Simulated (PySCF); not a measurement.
**HfOCl₂: singlet, from a T-shaped (ligand arrangement 1) start**

Where does singlet HfOCl₂ go from a T-shaped (ligand arrangement 1) start, is the end point a minimum, and what are its modes, charges and moments?

Computed with PySCF 2.14.0. Level: PBE0, basis Hf def2-TZVP with ECP60, O def2-TZVP, Cl def2-TZVP, scalar-relativistic core potentials, no spin–orbit coupling, density fitting.

## 1. Where the work starts

4 atoms, charge 0, spin multiplicity 1.

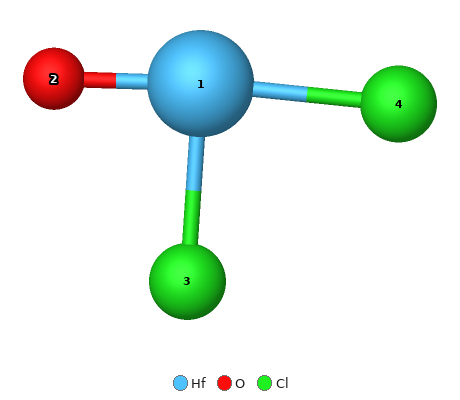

As it starts; hafnium blue, oxygen red, chlorine green; atoms are numbered from 1 in the order of the file.

Z-matrix (Å, degrees; charge 0 multiplicity 1):
```
Hf
O  1 1.8500
Cl 1 2.5100 2 88.00
Cl 1 2.5100 3 88.00 2 180.00
```

## 2. First SCF at the start

The steps below are one call of a driver around PySCF. For each, scf.py gives the equivalent set-up of the SCF; relaxations use the driver's own optimiser. After this first run the driver tries any further starts and a stability analysis.

Input file scf.py:

```python
from pyscf import gto, scf, dft
mol = gto.M(atom='''
Hf     0.000000     0.000000     0.000000
O     -1.848900     0.000000     0.064600
Cl     0.000000     0.000000     2.510000
Cl     2.508500     0.000000     0.087600''',
    basis={'Hf': 'def2-TZVP', 'O': 'def2-TZVP', 'Cl': 'def2-TZVP'},
    ecp={'Hf': 'def2-TZVP'},
    charge=0, spin=0)
mf = dft.RKS(mol, xc='PBE0')
mf.grids.atom_grid = (50, 194)
aux = {'Hf': 'def2-universal-JKFIT', 'O': 'def2-universal-JKFIT', 'Cl': 'def2-universal-JKFIT'}
mf = mf.density_fit(auxbasis=aux)
mf.conv_tol = 1e-08
mf.diis_space = 10
mf.max_cycle = 60
mf.init_guess = 'minao'
mf.verbose = 4
mf.kernel()
```

Command:

```console
$ OMP_NUM_THREADS=4 python axn.py task.json out
```

Log (excerpt; [...] marks lines left out):

```text
[... the frontier levels of the middle cycles are left out ...]
init E= -1024.54534380465
  HOMO = -0.465734520801204  LUMO = -0.311548455156741  gap/eV = 4.19562
cycle= 1 E= -1043.11826454592  delta_E= -18.6  |g|= 1.18  |ddm|= 6.49
  HOMO = -0.169210084076441  LUMO = -0.154720469490853  gap/eV = 0.39428
cycle= 2 E= -1036.05214812579  delta_E= 7.07  |g|= 3.91  |ddm|= 3.11
  HOMO = -0.258578215465775  LUMO = -0.112826156009092  gap/eV = 3.96612
cycle= 3 E= -1043.3457651349  delta_E= -7.29  |g|= 0.495  |ddm|= 3.02
cycle= 4 E= -1043.40467290327  delta_E= -0.0589  |g|= 0.254  |ddm|= 0.579
cycle= 5 E= -1043.41836349095  delta_E= -0.0137  |g|= 0.102  |ddm|= 0.243
cycle= 6 E= -1043.42077069157  delta_E= -0.00241  |g|= 0.0348  |ddm|=  0.1
cycle= 7 E= -1043.42104037123  delta_E= -0.00027  |g|= 0.0163  |ddm|= 0.0321
cycle= 8 E= -1043.42108767491  delta_E= -4.73e-05  |g|= 0.0057  |ddm|= 0.00795
cycle= 9 E= -1043.42109429216  delta_E= -6.62e-06  |g|= 0.00196  |ddm|= 0.00326
cycle= 10 E= -1043.42109512594  delta_E= -8.34e-07  |g|= 0.000445  |ddm|= 0.00128
cycle= 11 E= -1043.42109517192  delta_E= -4.6e-08  |g|= 7.59e-05  |ddm|= 0.00038
cycle= 12 E= -1043.42109517335  delta_E= -1.43e-09  |g|= 1.76e-05  |ddm|= 7.42e-05
  HOMO = -0.299789898602985  LUMO = -0.155774527483928  gap/eV = 3.91886
Extra cycle  E= -1043.42109517319  delta_E= 1.6e-10  |g|= 3.49e-05  |ddm|= 3.49e-05
converged SCF energy = -1043.42109517319
```

This step, with its further starts and checks, needed 12 s of wall time on 4 threads of Arm Neoverse V2, shared host.

Energies from each starting density:

| start | energy (Eh) |
| --- | --- |
| the minimal-basis guess | -1043.421095 |
| a thermally smeared density | -1043.421095 |
| a smeared PBE density | -1043.421095 |

The test of internal stability and the other starts found no lower closed-shell solution.

## 3. T-shaped (ligand arrangement 1) start, singlet: relaxation

The program finds Cs symmetry in the start, which this walk keeps. Threshold on the gradient: 0.0003 Eh/bohr, with a further test on the energy change.

scf.py: that of step 2 with these lines changed.

```diff
@@ -3,4 +3,4 @@
-Hf     0.000000     0.000000     0.000000
-O     -1.848900     0.000000     0.064600
-Cl     0.000000     0.000000     2.510000
-Cl     2.508500     0.000000     0.087600''',
+Hf    -0.218695     0.000000    -0.345527
+O     -2.067595     0.000000    -0.280927
+Cl    -0.218695     0.000000     2.164473
+Cl     2.289805     0.000000    -0.257927''',
@@ -17 +16,0 @@
-mf.init_guess = 'minao'
```

Energy and gradient, step by step:

| step | energy (Eh) | change (kJ/mol) | largest symmetric gradient (Eh/bohr) |
| --- | --- | --- | --- |
| 0 | -1043.421095 | 0.00 | 0.07829 |
| 1 | -1043.447081 | -68.23 | 0.05370 |
| 2 | -1043.465083 | -115.49 | 0.03325 |
| 3 | -1043.475183 | -142.01 | 0.03897 |
| 4 | -1043.487732 | -174.96 | 0.02863 |
| 5 | -1043.493299 | -189.57 | 0.01014 |
| 6 | -1043.494858 | -193.67 | 0.00457 |
| 7 | -1043.494947 | -193.90 | 0.01098 |
| 8 | -1043.495126 | -194.37 | 0.00300 |
| 9 | -1043.495177 | -194.50 | 0.00259 |
| 10 | -1043.495232 | -194.65 | 0.00152 |
| 11 | -1043.495254 | -194.70 | 0.00039 |
| 12 | -1043.495257 | -194.71 | 0.00013 |

The walk took 32 s.

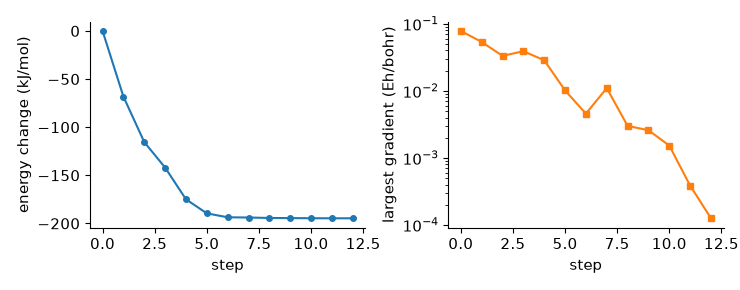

Energy and largest gradient along the walk.

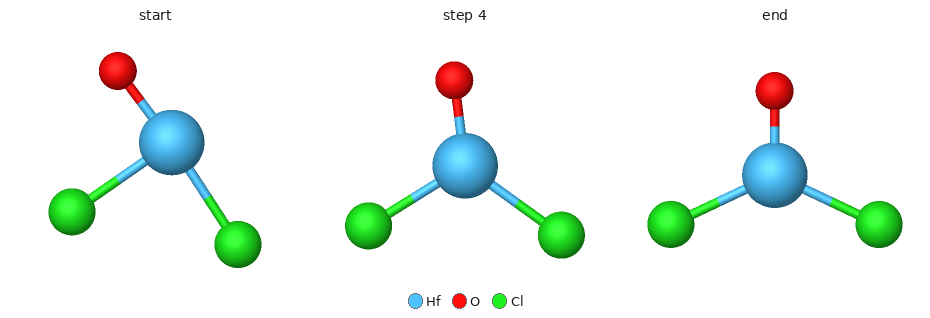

The geometry along the walk, at one scale.

After 12 steps and 194.7 kJ/mol it ends at C2v: Hf–Cl 2.376 Å (×2), Hf–O 1.743 Å; Cl–Hf–Cl 129.2°, Cl–Hf–O 115.4° (×2).

## 4. Hessian and properties

On the finer grid the gradient is checked again; gradients at displacements of ±0.02 bohr then give force constants and infrared intensities.

scf.py: that of step 3 with these lines changed.

```diff
@@ -3,4 +3,4 @@
-Hf    -0.218695     0.000000    -0.345527
-O     -2.067595     0.000000    -0.280927
-Cl    -0.218695     0.000000     2.164473
-Cl     2.289805     0.000000    -0.257927''',
+Hf    -0.129513     0.000000    -0.090162
+O     -1.560025     0.000000    -1.086034
+Cl    -0.531909     0.000000     2.252212
+Cl     1.927530     0.000000    -1.280629''',
@@ -11 +11 @@
-mf.grids.atom_grid = (50, 194)
+mf.grids.atom_grid = (75, 302)
@@ -14 +14 @@
-mf.conv_tol = 1e-08
+mf.conv_tol = 1e-10
```

The driver hands on the density of the step before, so the log starts near convergence.

Log of the central SCF (cycles and frontier levels):

```text
init E= -1043.49548856853
  HOMO = -0.327819412682094  LUMO = -0.134956985311505  gap/eV = 5.24805
cycle= 1 E= -1043.49548856851  delta_E= 1.27e-11  |g|= 8.14e-06  |ddm|= 5.86e-06
  HOMO = -0.327821499964703  LUMO = -0.134957011352709  gap/eV = 5.24811
Extra cycle  E= -1043.49548856843  delta_E= 8.07e-11  |g|= 2.22e-05  |ddm|= 1.37e-05
converged SCF energy = -1043.49548856843
```

The whole step took 52 s.

Geometry: C2v; Hf–Cl 2.377 Å (×2), Hf–O 1.743 Å; Cl–Hf–Cl 129.8°, Cl–Hf–O 115.1° (×2).

Harmonic modes (main isotopes):

```csv
symmetry,ω (cm⁻¹),IR (km/mol),type
b1,35i,62.4,bend
a1,90,3.5,bend
b2,197,3.5,bend
a1,357,20.4,stretch
b2,385,117,stretch
a1,957,191,stretch
```

With 1 mode imaginary (up to 35i cm⁻¹) this point is a saddle.

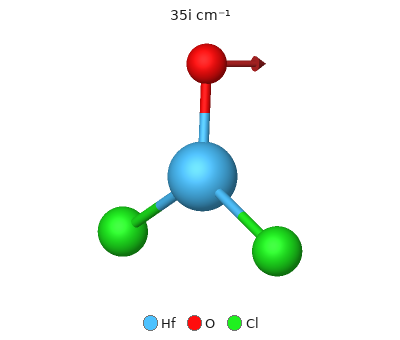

The imaginary mode, as arrows.

Properties at this point:

```yaml
Dipole_moment: 1.87 D
Highest_occupied_level: -8.92 eV
Lowest_empty_level: -3.67 eV
Rotational_constants: 0.1494, 0.05203, 0.03859 cm⁻¹
Zero-point_energy_real_modes: 11.9 kJ/mol
Principal_polarisabilities: 42.7, 62.0, 73.7 bohr³
Atomisation_energy_without_zero-point_energy: 1679 kJ/mol
Principal_traceless_quadrupole_moments_about_the_centre_of_mass: -8.52, -7.35, 15.87 D Å
```

Populations by atom (charges in e):

| atom | Mulliken | Löwdin | polar tensor | Mayer order to Hf1 |
| --- | --- | --- | --- | --- |
| Hf1 | 1.32 | 0.34 | 2.27 | – |
| O2 | -0.53 | -0.32 | -0.97 | 2.18 |
| Cl3,4 | -0.40 | -0.01 | -0.65 | 1.03 |

Mulliken populations on Hf1 (outside its core potential): s 2.28, p 6.32, d 1.96, f 0.13.

## 5. Following the imaginary mode

The start is the last point, displaced along its most imaginary mode.

The program finds Cs symmetry in the start, which this walk keeps. Threshold on the gradient: 0.0003 Eh/bohr, with a further test on the energy change.

scf.py: that of step 4 with these lines changed.

```diff
@@ -3,4 +3,4 @@
-Hf    -0.129513     0.000000    -0.090162
-O     -1.560025     0.000000    -1.086034
-Cl    -0.531909     0.000000     2.252212
-Cl     1.927530     0.000000    -1.280629''',
+Hf    -0.131564     0.060645    -0.091590
+O     -1.562076    -0.250000    -1.087462
+Cl    -0.533961    -0.098861     2.250784
+Cl     1.925479    -0.098861    -1.282058''',
@@ -11 +11 @@
-mf.grids.atom_grid = (75, 302)
+mf.grids.atom_grid = (50, 194)
@@ -14 +14 @@
-mf.conv_tol = 1e-10
+mf.conv_tol = 1e-08
```

The optimiser's trace:

| step | energy (Eh) | change (kJ/mol) | largest symmetric gradient (Eh/bohr) |
| --- | --- | --- | --- |
| 0 | -1043.495001 | 0.00 | 0.02072 |
| 1 | -1043.496005 | -2.64 | 0.00168 |
| 2 | -1043.496211 | -3.18 | 0.00421 |
| 3 | -1043.496331 | -3.49 | 0.00120 |
| 4 | -1043.496391 | -3.65 | 0.00105 |
| 5 | -1043.496400 | -3.67 | 0.00099 |
| 6 | -1043.496404 | -3.68 | 0.00060 |
| 7 | -1043.496406 | -3.69 | 0.00010 |

The walk took 20 s.

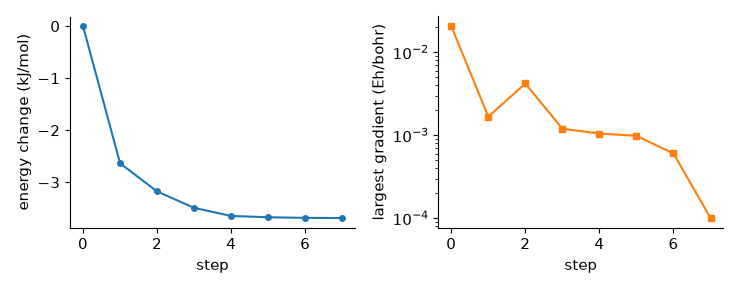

How energy and gradient fall.

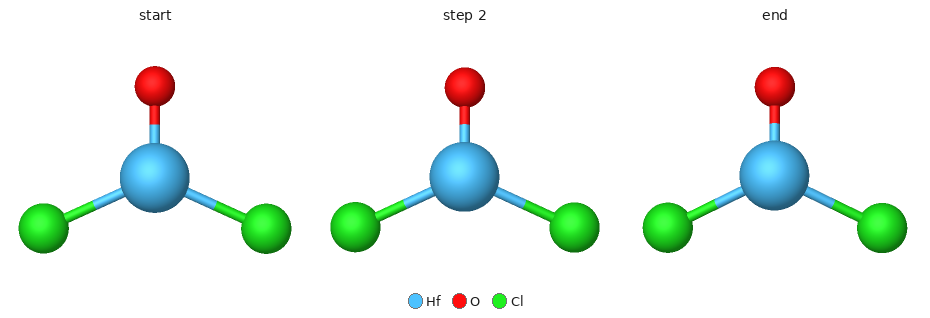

The geometry along the walk, at one scale.

After 7 steps and 3.7 kJ/mol it ends at Cs: Hf–Cl 2.366 Å (×2), Hf–O 1.742 Å; Cl–Hf–Cl 122.3°, Cl–Hf–O 112.2° (×2).

## 6. Vibrations and properties at this point

The same treatment as at the point before.

scf.py: that of step 5 with these lines changed.

```diff
@@ -3,4 +3,4 @@
-Hf    -0.131564     0.060645    -0.091590
-O     -1.562076    -0.250000    -1.087462
-Cl    -0.533961    -0.098861     2.250784
-Cl     1.925479    -0.098861    -1.282058''',
+Hf    -0.158115     0.152156    -0.110074
+O     -1.510223    -0.414368    -1.051364
+Cl    -0.440608    -0.263996     2.201320
+Cl     1.911496    -0.263996    -1.177340''',
@@ -11 +11 @@
-mf.grids.atom_grid = (50, 194)
+mf.grids.atom_grid = (75, 302)
@@ -14 +14 @@
-mf.conv_tol = 1e-08
+mf.conv_tol = 1e-10
```

SCF at the final geometry:

```text
init E= -1043.49640691978
  HOMO = -0.324295882596997  LUMO = -0.130321022672704  gap/eV = 5.27832
cycle= 1 E= -1043.49640691977  delta_E= 5e-12  |g|= 6.46e-06  |ddm|= 6.31e-06
  HOMO = -0.324294326004605  LUMO = -0.130320552814308  gap/eV = 5.27830
Extra cycle  E= -1043.49640691973  delta_E= 3.87e-11  |g|= 1.53e-05  |ddm|= 1.13e-05
converged SCF energy = -1043.49640691973
```

The whole step needed 63 s of wall time on 4 threads of Arm Neoverse V2, shared host.

Geometry: Cs; Hf–Cl 2.365 Å (×2), Hf–O 1.742 Å; Cl–Hf–Cl 121.0°, Cl–Hf–O 112.2° (×2).

Harmonic modes (main isotopes):

| symmetry | ω (cm⁻¹) | IR (km/mol) | μ (u) | type |
| --- | --- | --- | --- | --- |
| a' | 55 | 35.4 | 33.10 | bend |
| a' | 110 | 13.2 | 28.17 | bend |
| a'' | 198 | 5.2 | 18.48 | bend |
| a' | 364 | 26.7 | 37.68 | stretch |
| a'' | 383 | 108 | 42.87 | stretch |
| a' | 956 | 182 | 17.28 | stretch |

μ is the mass of the mode for normalised Cartesian displacements, not the reduced mass of the usual diatomic formula.

No imaginary mode, so this is a minimum.

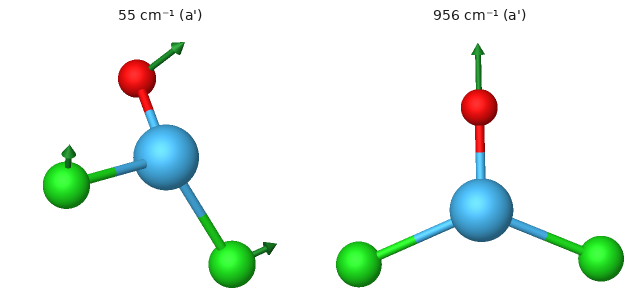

How the atoms move in 2 of the modes.

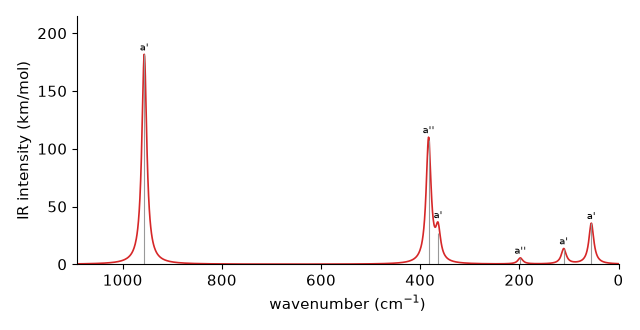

The harmonic infrared spectrum (widths in cm⁻¹). Lines are broadened to a width of 12 cm⁻¹ (Lorentzian).

Properties at this point:

* Dipole moment: 3.99 D
* Highest occupied level: -8.82 eV
* Lowest empty level: -3.55 eV
* Rotational constants: 0.1309, 0.05487, 0.0407 cm⁻¹
* Zero-point energy: 12.4 kJ/mol
* Principal polarisabilities: 42.7, 62.7, 72.8 bohr³
* Atomisation energy without zero-point energy: 1681 kJ/mol
* Principal traceless quadrupole moments about the centre of mass: -8.85, -6.12, 14.96 D Å
* Entropy at 298.15 K and 1 bar: 347.5 J/(mol K)
* Heat capacity Cp at 298.15 K: 71.9 J/(mol K)
* Enthalpy at 298.15 K above 0 K: 17.32 kJ/mol
* Rotational symmetry number: 1

Charges (e) and bond orders:

```csv
atom,Mulliken,Löwdin,polar tensor,Mayer order to Hf1
Hf1,1.30,0.30,2.18,–
O2,-0.53,-0.31,-0.93,2.18
"Cl3,4",-0.38,0.01,-0.62,1.04
```

Outer orbital energies (eV). occupied: -10.68, -10.17, -10.00, -9.89, -9.59, -9.43, -8.96, -8.82; empty: -3.55, -2.13, -1.18, -0.25.

Mulliken populations on Hf1 (outside its core potential): s 2.29, p 6.29, d 2.00, f 0.13.

## 7. Would spin polarisation lower it?

At the lowest minimum the closed shell is tested against spin polarisation, on the (50, 194) grid. It is stable.

## 8. The points found, side by side

| spin | group | bonds | imaginary modes (cm⁻¹) | ΔE (kJ/mol) | with zero-point energy |
| --- | --- | --- | --- | --- | --- |
| singlet | Cs | Hf–Cl 2.365 Å (×2), Hf–O 1.742 Å | none | 0.0 | 0.0 |
| singlet | C2v | Hf–Cl 2.377 Å (×2), Hf–O 1.743 Å | 35i | 2.4 | – |

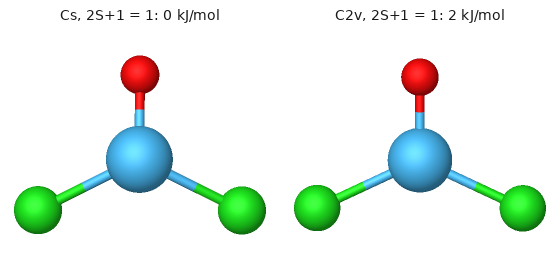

The points, lowest first (hafnium blue, oxygen red, chlorine green).

## 9. What came out

| quantity | value |
| --- | --- |
| minimum | singlet, Cs |
| geometry | Hf–Cl 2.365 Å (×2), Hf–O 1.742 Å; Cl–Hf–Cl 121.0°, Cl–Hf–O 112.2° (×2) |
| wavenumbers (cm⁻¹) | 55 (a'), 110 (a'), 198 (a''), 364 (a'), 383 (a''), 956 (a') |
| dipole moment | 3.99 D |
| highest occupied, lowest empty level | -8.82, -3.55 eV |
| polar-tensor charge of Hf1 | +2.18 e |
| zero-point energy | 12.4 kJ/mol |
| entropy at 298.15 K | 347.5 J/(mol K) |
| atomisation energy (no zero-point energy) | 1681 kJ/mol |

What this shows: The T-shaped (ligand arrangement 1) start (Cs) ends in a minimum of Cs symmetry, after a stop at a saddle point 2.4 kJ/mol higher, from which it was pushed off along an imaginary mode. The strongest infrared band lies at 956 cm⁻¹ (a', stretch). Only this shape and spin were tried, so other structures or states may lie lower. With an element this heavy the missing spin–orbit coupling can shift these numbers.

The search up to here took 3.1 min.
